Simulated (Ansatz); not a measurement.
# BF₂HSSi: one molecule under many settings

How do the results and run time of BF₂HSSi respond when the settings are drawn wide?

Computed with Ansatz 0.2.0, Gaussian basis. Level: the settings change from run to run.

## (1) The molecule

An earlier PBE0-D4 in a triple-zeta def2 set relaxation fixed the geometry.

SMILES `FB1S[SiH]1F`, 6 atoms, charge 0, spin multiplicity 1.

Atoms are counted from 1 here; the program's logs count them from 0.

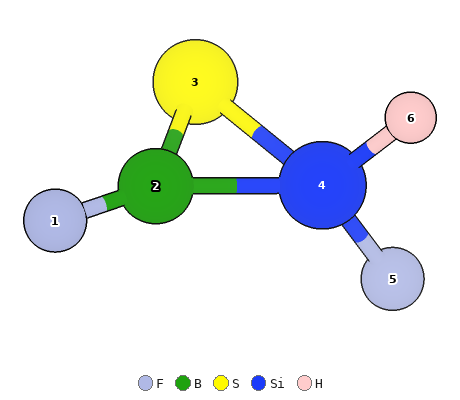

The geometry (fluorine light blue, boron green, sulfur yellow, silicon blue, hydrogen pink); atoms are numbered from 1 in the order of the file.

Geometry (Å):

```xyz
6
BF2HSSi
F     0.22103   -2.44423    0.15782
B    -0.07103   -1.17408    0.05132
S    -1.57570   -0.30036   -0.37870
Si    0.28177    0.70844    0.07096
F     0.96111    1.48435   -1.14392
H     0.22491    1.66168    1.19632
```

## (2) SPW92/6-31G

Options: the search for lower states set to light.

Input file in.yaml:

```yaml
crystal:
  periodic: [false, false, false]
  atoms:
    - {symbol: F, position_ang: [0.221028, -2.444233, 0.157818]}
    - {symbol: B, position_ang: [-0.071025, -1.174084, 0.051321]}
    - {symbol: S, position_ang: [-1.575701, -0.300358, -0.378699]}
    - {symbol: Si, position_ang: [0.281772, 0.708443, 0.070961]}
    - {symbol: F, position_ang: [0.961113, 1.484350, -1.143924]}
    - {symbol: H, position_ang: [0.224913, 1.661682, 1.196322]}
basis:
  gaussian: {orbitals: 6-31G}
hamiltonian: {xc: {name: SPW92}}
scf: {lower_state_search: light}
```

The run is started by

```
$ ansatz run in.yaml --threads 2 --pin off --events-out ev --progress --plain --max-ram 4352MiB
```

Output:

```text
Functional definition: SPW92
  name "SPW92"
  cite "Dirac, Proc. Camb. Phil. Soc. 26, 376 (1930) doi:10.1017/S0305004100016108"
  cite "Slater, Phys. Rev. 81, 385 (1951) doi:10.1103/PhysRev.81.385"
  cite "Perdew & Wang, Phys. Rev. B 45, 13244 (1992) doi:10.1103/PhysRevB.45.13244"
  exchange = slater_x
  correlation = pw_c
588 factors; integrals over basis functions are off by at most 1.7e-4 eV
mean field evaluation 1: about -24724.8634 eV, gradient 3.5e1 eV
mean field evaluation 2: about -24718.1484 eV, gradient 7.5e1 eV
mean field evaluation 4: about -24727.0130 eV, gradient 4.2e0 eV
mean field evaluation 8: about -24727.0637 eV, gradient 1.7e-1 eV
mean field evaluation 16: about -24727.0638 eV, gradient 3.5e-5 eV
mean field -24727.06376562 eV, -908.7028327808 hartree, gradient 3.5e-5 eV, S^2 0.000000; 0 other end points of the search recorded, 0 dependent functions left out
reference -24727.06379729 eV, -908.7028339445 hartree; 27, 27 occupied and 28, 28 virtual orbitals, 588 factors
Total energy: -24727.06379729 eV, -908.7028339445 hartree
```

Wall time 0.45 s (2 threads of Arm Neoverse V2, shared host).

## (3) rPW86-PBE/cc-pVTZ-DK

Set apart from the defaults: charge +1, multiplicity 2, restricted open-shell orbitals, atoms shaken by 0.03 Å, rVV10 dispersion.

Input file in.yaml:

```yaml
crystal:
  periodic: [false, false, false]
  atoms:
    - {symbol: F, position_ang: [0.218020, -2.473509, 0.159724]}
    - {symbol: B, position_ang: [-0.021126, -1.133598, 0.074398]}
    - {symbol: S, position_ang: [-1.569787, -0.297327, -0.359119]}
    - {symbol: Si, position_ang: [0.265407, 0.723862, 0.056461]}
    - {symbol: F, position_ang: [0.932613, 1.528524, -1.105057]}
    - {symbol: H, position_ang: [0.218437, 1.646443, 1.190057]}
basis:
  gaussian: {orbitals: cc-pVTZ-DK}
total_charge: 1
magnetization: {spin_polarized: false, initial_magnetization: 1}
hamiltonian: {xc: {name: rPW86-PBE}, dispersion: rvv10}
```

Same command.

Output, shortened:

```text
Functional definition: rPW86-PBE+rVV10
  name "rPW86-PBE+rVV10"
  cite "Murray, Lee & Langreth, J. Chem. Theory Comput. 5, 2754 (2009) doi:10.1021/ct900365q"
  cite "Perdew, Burke & Ernzerhof, Phys. Rev. Lett. 77, 3865 (1996) doi:10.1103/PhysRevLett.77.3865"
  cite "Vydrov & Van Voorhis, J. Chem. Phys. 133, 244103 (2010) doi:10.1063/1.3521275"
  cite "Sabatini, Gorni & de Gironcoli, Phys. Rev. B 87, 041108(R) (2013) doi:10.1103/PhysRevB.87.041108"
  parent "pbe"
[...]
1104 factors; their error is unknown
[...]
mean field -24909.99852218 eV, -915.4255610868 hartree, gradient 4.4e-5 eV, S^2 0.750000; 6 other end points of the search recorded, 0 dependent functions left out
reference -24909.99861857 eV, -915.4255646288 hartree; 27, 26 occupied and 145, 146 virtual orbitals, 1104 factors
Total energy: -24909.99861857 eV, -915.4255646288 hartree
Relativity: scalar
```

Run time: 21 s. Hardware: 2 threads of Arm Neoverse V2, shared host; peak memory 0.41 GiB.

## (4) PBE0/def2-SVPD

This run has density fitting with cc-pVTZ-jkfit, the search for lower states set to off.

Input file in.yaml:

```yaml
crystal:
  periodic: [false, false, false]
  atoms:
    - {symbol: F, position_ang: [0.221028, -2.444233, 0.157818]}
    - {symbol: B, position_ang: [-0.071025, -1.174084, 0.051321]}
    - {symbol: S, position_ang: [-1.575701, -0.300358, -0.378699]}
    - {symbol: Si, position_ang: [0.281772, 0.708443, 0.070961]}
    - {symbol: F, position_ang: [0.961113, 1.484350, -1.143924]}
    - {symbol: H, position_ang: [0.224913, 1.661682, 1.196322]}
basis:
  gaussian: {orbitals: def2-SVPD, fitting: {mean_field: cc-pVTZ-jkfit}}
hamiltonian: {xc: {name: PBE0}}
scf: {lower_state_search: off}
output: {forces: true}
```

Launched as before.

Output, shortened:

```text
Functional definition: PBE0
  name "PBE0"
  cite "Adamo & Barone, J. Chem. Phys. 110, 6158 (1999) doi:10.1063/1.478522"
  cite "Perdew, Burke & Ernzerhof, Phys. Rev. Lett. 77, 3865 (1996) doi:10.1103/PhysRevLett.77.3865"
  parent pbe
[...]
509 factors; integrals over basis functions are off by at most 2.5e-1 eV
[...]
mean field -24819.43786297 eV, -912.0975182449 hartree, gradient 2.4e-6 eV, S^2 0.000000; 0 other end points of the search recorded, 0 dependent functions left out
[...]
reference -24819.43790282 eV, -912.0975197092 hartree; 27, 27 occupied and 98, 98 virtual orbitals, 509 factors
Total energy: -24819.43790282 eV, -912.0975197092 hartree
Atom 0 at     0.221028    -2.444233     0.157818 Å, force     0.052023    -0.294692     0.017750 eV/Å
Atom 1 at    -0.071025    -1.174084     0.051321 Å, force     0.009157     0.159971    -0.014864 eV/Å
Atom 2 at    -1.575701    -0.300358    -0.378699 Å, force    -0.348722    -0.111534    -0.088785 eV/Å
Atom 3 at     0.281772     0.708443     0.070961 Å, force    -0.292474    -0.499051     1.091099 eV/Å
Atom 4 at     0.961113     1.484350    -1.143924 Å, force     0.590227     0.668987    -1.078025 eV/Å
Atom 5 at     0.224913     1.661682     1.196322 Å, force    -0.010212     0.076319     0.072825 eV/Å
Dipole moment:     0.009784     0.123931     0.233642 e Å
Checks for a lower state left out: stability, starts, cluster_reference, orbital_swaps, neighbouring_geometries, increment
```

Wall time 1.1 s (2 threads of Arm Neoverse V2, shared host).

Largest force 1.399 eV/Å, dipole 1.27 D.

## (5) wPBEh/6-31G

Options: charge +1, multiplicity 2.

Changes to in.yaml since step 4:

```diff
@@ -10,5 +10,6 @@
 basis:
-  gaussian: {orbitals: def2-SVPD, fitting: {mean_field: cc-pVTZ-jkfit}}
-hamiltonian: {xc: {name: PBE0}}
-scf: {lower_state_search: off}
+  gaussian: {orbitals: 6-31G}
+total_charge: 1
+magnetization: {spin_polarized: true, initial_magnetization: 1}
+hamiltonian: {xc: {name: wPBEh}}
 output: {forces: true}
```

Same command.

Output, shortened:

```text
Functional definition: wPBEh
  name "wPBEh"
  cite "Heyd, Scuseria & Ernzerhof, J. Chem. Phys. 118, 8207 (2003) doi:10.1063/1.1564060"
  cite "Krukau, Vydrov, Izmaylov & Scuseria, J. Chem. Phys. 125, 224106 (2006) doi:10.1063/1.2404663"
  cite "Heyd & Scuseria, J. Chem. Phys. 120, 7274 (2004) doi:10.1063/1.1668634"
  cite "Ernzerhof & Perdew, J. Chem. Phys. 109, 3313 (1998) doi:10.1063/1.476928"
  cite "Perdew, Burke & Ernzerhof, Phys. Rev. Lett. 77, 3865 (1996) doi:10.1103/PhysRevLett.77.3865"
  parent pbe
[...]
588 factors; integrals over basis functions are off by at most 1.7e-4 eV
81 factors; integrals over basis functions are off by at most 2.8e-7 eV
[...]
mean field -24815.82624860 eV, -911.9647938648 hartree, gradient 2.4e-5 eV, S^2 0.752582; 2 other end points of the search recorded, 0 dependent functions left out
[...]
reference -24815.82628051 eV, -911.9647950375 hartree; 27, 26 occupied and 28, 29 virtual orbitals, 588 factors
Total energy: -24815.82628051 eV, -911.9647950375 hartree
Atom 0 at     0.221028    -2.444233     0.157818 Å, force     0.694233     0.225800     0.203729 eV/Å
Atom 1 at    -0.071025    -1.174084     0.051321 Å, force    -1.460605    -3.610579    -0.327603 eV/Å
Atom 2 at    -1.575701    -0.300358    -0.378699 Å, force    -0.929637    -0.491263    -0.308656 eV/Å
Atom 3 at     0.281772     0.708443     0.070961 Å, force     0.020590     3.075300     2.283915 eV/Å
Atom 4 at     0.961113     1.484350    -1.143924 Å, force     1.410604     0.976120    -2.296244 eV/Å
Atom 5 at     0.224913     1.661682     1.196322 Å, force     0.264815    -0.175378     0.444858 eV/Å
Dipole moment:    -0.070298     0.103161     0.543469 e Å
```

Run time: 2.7 s. Hardware: 2 threads of Arm Neoverse V2, shared host.

Largest force 3.909 eV/Å, ⟨S²⟩ 0.753.

## (6) wPBEh/def2-SVPD

Changes to in.yaml since step 5:

```diff
@@ -10,5 +10,3 @@
 basis:
-  gaussian: {orbitals: 6-31G}
-total_charge: 1
-magnetization: {spin_polarized: true, initial_magnetization: 1}
+  gaussian: {orbitals: def2-SVPD}
 hamiltonian: {xc: {name: wPBEh}}
```

Launched as before.

Output, shortened:

```text
Functional definition: wPBEh
  name "wPBEh"
  cite "Heyd, Scuseria & Ernzerhof, J. Chem. Phys. 118, 8207 (2003) doi:10.1063/1.1564060"
  cite "Krukau, Vydrov, Izmaylov & Scuseria, J. Chem. Phys. 125, 224106 (2006) doi:10.1063/1.2404663"
  cite "Heyd & Scuseria, J. Chem. Phys. 120, 7274 (2004) doi:10.1063/1.1668634"
  cite "Ernzerhof & Perdew, J. Chem. Phys. 109, 3313 (1998) doi:10.1063/1.476928"
  cite "Perdew, Burke & Ernzerhof, Phys. Rev. Lett. 77, 3865 (1996) doi:10.1103/PhysRevLett.77.3865"
  parent pbe
[...]
1113 factors; their error is unknown
120 factors; integrals over basis functions are off by at most 8.5e-7 eV
[...]
mean field -24820.89633078 eV, -912.1511159482 hartree, gradient 4.1e-5 eV, S^2 0.000000; 0 other end points of the search recorded, 0 dependent functions left out
[...]
reference -24820.89638395 eV, -912.1511179024 hartree; 27, 27 occupied and 98, 98 virtual orbitals, 1113 factors
Total energy: -24820.89638395 eV, -912.1511179024 hartree
Atom 0 at     0.221028    -2.444233     0.157818 Å, force     0.057496    -0.307032     0.019265 eV/Å
Atom 1 at    -0.071025    -1.174084     0.051321 Å, force     0.013078     0.172666    -0.014206 eV/Å
Atom 2 at    -1.575701    -0.300358    -0.378699 Å, force    -0.374260    -0.113288    -0.095495 eV/Å
Atom 3 at     0.281772     0.708443     0.070961 Å, force    -0.280263    -0.504914     1.106738 eV/Å
Atom 4 at     0.961113     1.484350    -1.143924 Å, force     0.594875     0.675696    -1.087992 eV/Å
Atom 5 at     0.224913     1.661682     1.196322 Å, force    -0.010926     0.076872     0.071690 eV/Å
Dipole moment:     0.009855     0.122767     0.234057 e Å
```

Run time: 3.3 s. Hardware: 2 threads of Arm Neoverse V2, shared host; peak memory 0.29 GiB.

Largest force 1.412 eV/Å, dipole 1.27 D.

## (7) SPW92/aug-cc-pVTZ

This run has a grid of angular degree 47, the search for lower states set to off.

Changes to in.yaml since step 6:

```diff
@@ -10,4 +10,4 @@
 basis:
-  gaussian: {orbitals: def2-SVPD}
-hamiltonian: {xc: {name: wPBEh}}
-output: {forces: true}
+  gaussian: {orbitals: aug-cc-pVTZ, final_grid: {core_spheres: 20, valence_spheres: 16, degree: 47}}
+hamiltonian: {xc: {name: SPW92}}
+scf: {lower_state_search: off}
```

Same command.

Output, shortened:

```text
Functional definition: SPW92
  name "SPW92"
  cite "Dirac, Proc. Camb. Phil. Soc. 26, 376 (1930) doi:10.1017/S0305004100016108"
  cite "Slater, Phys. Rev. 81, 385 (1951) doi:10.1103/PhysRev.81.385"
  cite "Perdew & Wang, Phys. Rev. B 45, 13244 (1992) doi:10.1103/PhysRevB.45.13244"
[...]
1382 factors; their error is unknown
[...]
mean field -24735.63608231 eV, -909.0178596087 hartree, gradient 3.2e-6 eV, S^2 0.000000; 0 other end points of the search recorded, 0 dependent functions left out
reference -24735.63614205 eV, -909.0178618038 hartree; 27, 27 occupied and 234, 234 virtual orbitals, 1382 factors
Total energy: -24735.63614205 eV, -909.0178618038 hartree
Checks for a lower state left out: stability, starts, cluster_reference, orbital_swaps, neighbouring_geometries, increment
```

Wall time 2.2 s (2 threads of Arm Neoverse V2, shared host); peak memory 0.38 GiB.

## (8) r2SCAN0/def2-mTZVPP

Set apart from the defaults: coordinates scaled by 0.96, density fitting with def2-universal-jkfit, D3(BJ) with three-body dispersion.

Input file in.yaml:

```yaml
crystal:
  periodic: [false, false, false]
  atoms:
    - {symbol: F, position_ang: [0.212187, -2.346464, 0.151505]}
    - {symbol: B, position_ang: [-0.068184, -1.127120, 0.049268]}
    - {symbol: S, position_ang: [-1.512673, -0.288344, -0.363551]}
    - {symbol: Si, position_ang: [0.270501, 0.680106, 0.068123]}
    - {symbol: F, position_ang: [0.922669, 1.424976, -1.098167]}
    - {symbol: H, position_ang: [0.215917, 1.595215, 1.148470]}
basis:
  gaussian: {orbitals: def2-mTZVPP, fitting: {mean_field: def2-universal-jkfit}}
hamiltonian: {xc: {name: r2SCAN0}, dispersion: d3bjatm}
```

The command is unchanged.

Output, shortened:

```text
Functional definition: r2SCAN0
  name "r2SCAN0"
  cite "Bursch, Neugebauer, Ehlert & Grimme, J. Chem. Phys. 156, 134105 (2022) doi:10.1063/5.0086040"
  cite "Furness, Kaplan, Ning, Perdew & Sun, J. Phys. Chem. Lett. 11, 8208 (2020) doi:10.1021/acs.jpclett.0c02405"
  cite "Furness, Kaplan, Ning, Perdew & Sun, J. Phys. Chem. Lett. 11, 9248 (2020) doi:10.1021/acs.jpclett.0c03077"
  parent r2scan
[...]
503 factors; integrals over basis functions are off by at most 1.6e0 eV
[...]
mean field -24840.30000754 eV, -912.8641879171 hartree, gradient 5.1e-5 eV, S^2 0.000000; 0 other end points of the search recorded, 0 dependent functions left out
reference -24840.30001650 eV, -912.8641882465 hartree; 27, 27 occupied and 99, 99 virtual orbitals, 503 factors
Total energy: -24840.34406943 eV, -912.8658071618 hartree
```

Run time: 3.1 s. Hardware: 2 threads of Arm Neoverse V2, shared host.

## (9) LC-wPBE/pcseg-2

Set apart from the defaults: atoms shaken by 0.15 Å, high accuracy, the search for lower states set to off.

Input file in.yaml:

```yaml
crystal:
  periodic: [false, false, false]
  atoms:
    - {symbol: F, position_ang: [0.374879, -2.493506, 0.041694]}
    - {symbol: B, position_ang: [-0.187044, -1.078841, 0.109285]}
    - {symbol: S, position_ang: [-1.836369, -0.469890, -0.319624]}
    - {symbol: Si, position_ang: [0.262739, 0.819794, -0.163873]}
    - {symbol: F, position_ang: [1.078758, 1.488950, -0.834606]}
    - {symbol: H, position_ang: [0.228255, 1.892694, 1.420735]}
basis:
  gaussian: {orbitals: pcseg-2}
hamiltonian: {xc: {name: LC-wPBE}}
accuracy: high
scf: {lower_state_search: off}
output: {forces: true}
```

The command is unchanged.

Output, shortened:

```text
Functional definition: LC-wPBE
  name "LC-wPBE"
  cite "Vydrov & Scuseria, J. Chem. Phys. 125, 234109 (2006) doi:10.1063/1.2409292"
  cite "Heyd & Scuseria, J. Chem. Phys. 120, 7274 (2004) doi:10.1063/1.1668634"
  cite "Ernzerhof & Perdew, J. Chem. Phys. 109, 3313 (1998) doi:10.1063/1.476928"
  cite "Perdew, Burke & Ernzerhof, Phys. Rev. Lett. 77, 3865 (1996) doi:10.1103/PhysRevLett.77.3865"
  parent pbe
[...]
2960 factors; integrals over basis functions are off by at most 9.8e-9 eV
613 factors; integrals over basis functions are off by at most 2.1e-9 eV
[...]
mean field -24830.35234131 eV, -912.4986179258 hartree, gradient 3.5e-8 eV, S^2 0.000000; 0 other end points of the search recorded, 0 dependent functions left out
[...]
reference -24830.35234131 eV, -912.4986179258 hartree; 27, 27 occupied and 145, 145 virtual orbitals, 2960 factors
Total energy: -24830.35234131 eV, -912.4986179258 hartree
Atom 0 at     0.374879    -2.493506     0.041694 Å, force    -1.930688     4.516736     0.536998 eV/Å
Atom 1 at    -0.187044    -1.078841     0.109285 Å, force     0.977783    -3.285857    -1.710794 eV/Å
Atom 2 at    -1.836369    -0.469890    -0.319624 Å, force     2.766480     0.779279     0.319792 eV/Å
Atom 3 at     0.262739     0.819794    -0.163873 Å, force   -22.766667   -17.814131    22.998959 eV/Å
Atom 4 at     1.078758     1.488950    -0.834606 Å, force    21.355360    17.668878   -19.334362 eV/Å
Atom 5 at     0.228255     1.892694     1.420735 Å, force    -0.402267    -1.864905    -2.810594 eV/Å
Dipole moment:     0.247107     0.644245    -0.231782 e Å
Checks for a lower state left out: stability, starts, cluster_reference, orbital_swaps, neighbouring_geometries, increment
```

Run time: 12 s. Hardware: 2 threads of Arm Neoverse V2, shared host; peak memory 0.59 GiB.

Largest force 36.941 eV/Å, dipole 3.50 D.

## (10) B2GP-PLYP/def2-mTZVP

This run has unrestricted orbitals, atoms shaken by 0.03 Å, density fitting with def2-universal-jkfit, finite nuclei.

Input file in.yaml:

```yaml
crystal:
  periodic: [false, false, false]
  atoms:
    - {symbol: F, position_ang: [0.183181, -2.425531, 0.207157]}
    - {symbol: B, position_ang: [-0.079155, -1.143589, 0.080172]}
    - {symbol: S, position_ang: [-1.566693, -0.316898, -0.392772]}
    - {symbol: Si, position_ang: [0.255722, 0.729052, 0.053953]}
    - {symbol: F, position_ang: [0.951921, 1.504837, -1.199092]}
    - {symbol: H, position_ang: [0.251432, 1.743866, 1.239146]}
basis:
  gaussian: {orbitals: def2-mTZVP, fitting: {mean_field: def2-universal-jkfit}, nuclear_model: gaussian}
magnetization: {spin_polarized: true, initial_magnetization: 0}
hamiltonian: {xc: {name: B2GP-PLYP}}
output: {forces: true}
```

Launched as before.

Output, shortened:

```text
Functional definition: B2GP-PLYP
  name "B2GP-PLYP"
  cite "Karton, Tarnopolsky, Lamère, Schatz & Martin, J. Phys. Chem. A 112, 12868 (2008) doi:10.1021/jp801805p"
  cite "Becke, Phys. Rev. A 38, 3098 (1988) doi:10.1103/PhysRevA.38.3098"
  cite "Lee, Yang & Parr, Phys. Rev. B 37, 785 (1988) doi:10.1103/PhysRevB.37.785"
[...]
503 factors; integrals over basis functions are off by at most 1.6e0 eV
[...]
mean field -24821.93514151 eV, -912.1892915387 hartree, gradient 4.1e-6 eV, S^2 0.000000; 0 other end points of the search recorded, 0 dependent functions left out
13 core orbitals not correlated: weight in the atoms' cores, before any rotation towards them, 1.000 or more for the frozen orbitals, at most 0.000 for the correlated occupied ones
reference -24821.93525030 eV, -912.1892955366 hartree; 14, 14 occupied and 77, 77 virtual orbitals, 503 factors
second order -21.59868402 eV of doubles, -0.00000000 eV of singles
[...]
Total energy: -24829.71077655 eV, -912.4750408558 hartree
Atom 0 at     0.183181    -2.425531     0.207157 Å, force     0.197436     0.010386     0.080929 eV/Å
Atom 1 at    -0.079155    -1.143589     0.080172 Å, force     0.273963    -0.505339     0.007748 eV/Å
Atom 2 at    -1.566693    -0.316898    -0.392772 Å, force    -0.790393     0.311730    -0.178875 eV/Å
Atom 3 at     0.255722     0.729052     0.053953 Å, force     0.771004     1.536822     0.611683 eV/Å
Atom 4 at     0.951921     1.504837    -1.199092 Å, force    -0.376988    -0.405321     0.648445 eV/Å
Atom 5 at     0.251432     1.743866     1.239146 Å, force    -0.075022    -0.948278    -1.169931 eV/Å
Dipole moment:    -0.012160     0.128273     0.261237 e Å
```

Wall time 7.5 s (2 threads of Arm Neoverse V2, shared host); peak memory 0.25 GiB.

Largest force 1.825 eV/Å, dipole 1.40 D, ⟨S²⟩ 0.000.

## (11) The runs in one table

```csv
level,charge,multiplicity,geometry,functions,energy (eV),time
SPW92/6-31G,0,1,relaxed,55,-24727.064,0.45 s
rPW86-PBE/cc-pVTZ-DK,1,2,shaken,172,-24909.999,21 s
PBE0/def2-SVPD,0,1,relaxed,125,-24819.438,1.1 s
wPBEh/6-31G,1,2,relaxed,55,-24815.826,2.7 s
wPBEh/def2-SVPD,0,1,relaxed,125,-24820.896,3.3 s
SPW92/aug-cc-pVTZ,0,1,relaxed,261,-24735.636,2.2 s
r2SCAN0/def2-mTZVPP,0,1,scaled,126,-24840.344,3.1 s
LC-wPBE/pcseg-2,0,1,shaken,172,-24830.352,12 s
B2GP-PLYP/def2-mTZVP,0,1,shaken,104,-24829.711,7.5 s
```

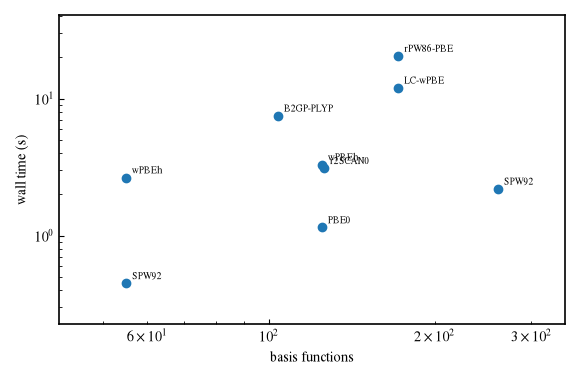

Wall time against the number of basis functions (shared host).

## (12) Summary of results

| quantity | value |
| --- | --- |
| runs | 9 |
| quickest | SPW92/6-31G, 0.45 s |
| slowest | rPW86-PBE/cc-pVTZ-DK, 21 s |
| spread of total energies, same state and geometry | 93.8 eV |
| dipole, same state and geometry | 1.27 to 1.27 D |

In words: Run time spans a factor of 46, from SPW92/6-31G to rPW86-PBE/cc-pVTZ-DK. The jobs differ in tasks and options as well as level. Total energies at one charge and spin differ by 94 eV between levels, so only differences within one level mean anything. At the PBE0-D4/def2-TZVP geometry and in the same state, runs without warnings or point charges leave forces up to 1.41 eV/Å (wPBEh/def2-SVPD), against 36.9 eV/Å where the atoms were moved.
